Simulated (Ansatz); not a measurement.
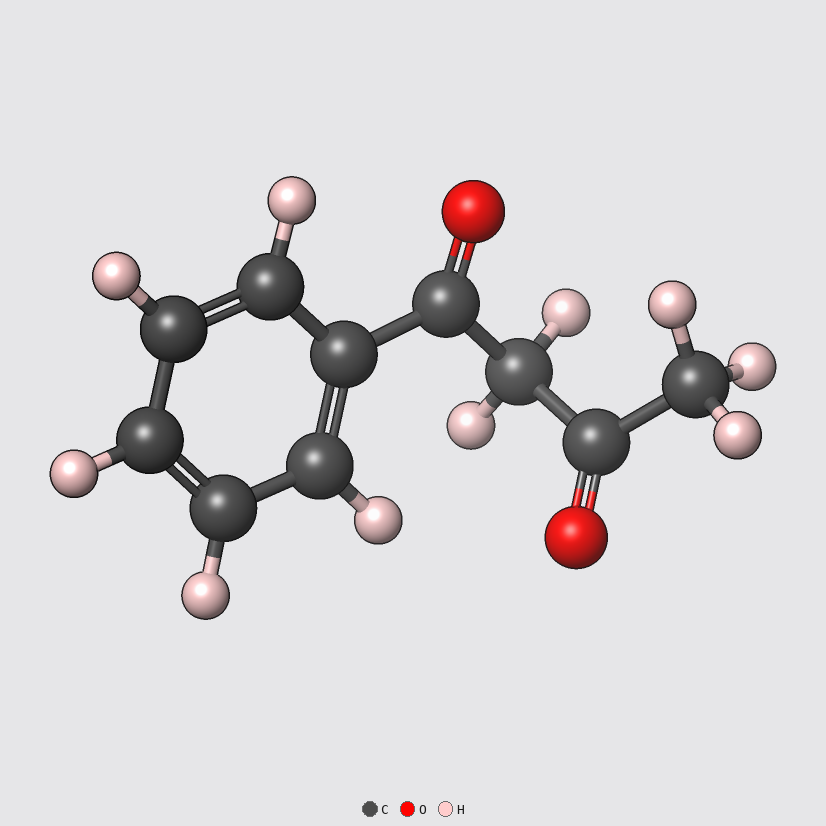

The geometry was computed by an optimisation with PBE-D4/def2-SVP. No frequency run is at hand to confirm it as a minimum.

Draw it as a skeletal formula.

SMILES: CC(=O)CC(=O)c1ccccc1

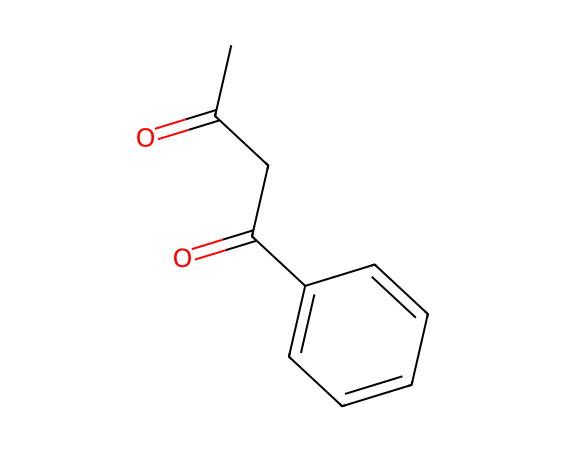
